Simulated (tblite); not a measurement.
# C4H9BrOSi: the cost of one run

The runs use tblite 0.8.0 and PySCF 2.14.0, with density-fitted response routines of our own; the level of theory stands in each step. All values are computed, except where a source is named. Atoms count from 0, in the outputs and in this text.

## 1. Starting geometry

16 atoms, charge 0, multiplicity 1; geometry from: force field or distance geometry start.

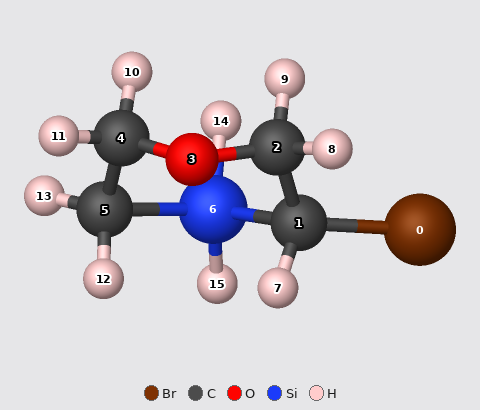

The starting geometry (bromine brown, carbon dark grey, oxygen red, silicon blue, hydrogen pink), atoms numbered; sticks join atoms by distance.

## 2. Optimising the geometry with GFN2-xTB

The job: settings as JSON, then the geometry in Å.

```
{"job": {"kind": "relax", "xc": "GFN2-xTB", "basis": "xTB"}, "charge": 0, "multiplicity": 1}
Br    -2.830600     1.422300     0.827600
C     -1.180100     0.530600     0.737600
C     -1.218800    -0.895700     0.234000
O     -0.007900    -1.517600     0.449300
C      0.994000    -1.151400    -0.410100
C      1.571500     0.222800    -0.098500
Si     0.108800     1.382100    -0.335200
H     -0.694400     0.475600     1.764000
H     -2.061400    -1.395000     0.780500
H     -1.529200    -0.943300    -0.842500
H      0.654800    -1.111600    -1.483700
H      1.827100    -1.868300    -0.281400
H      1.793500     0.281400     1.009200
H      2.433900     0.488300    -0.730200
H     -0.260200     1.350700    -1.749700
H      0.391500     2.738000     0.117700
```

Run with:

```bash
OMP_NUM_THREADS=1 python probes_run.py task.json out
```

This one command runs all jobs of the session in turn.

**Question.** How long does this first job take on 1 thread of Intel Xeon at 2.50GHz, shared host, and how much memory does it need?

About 1.2 s, with a peak of 0.18 GiB.
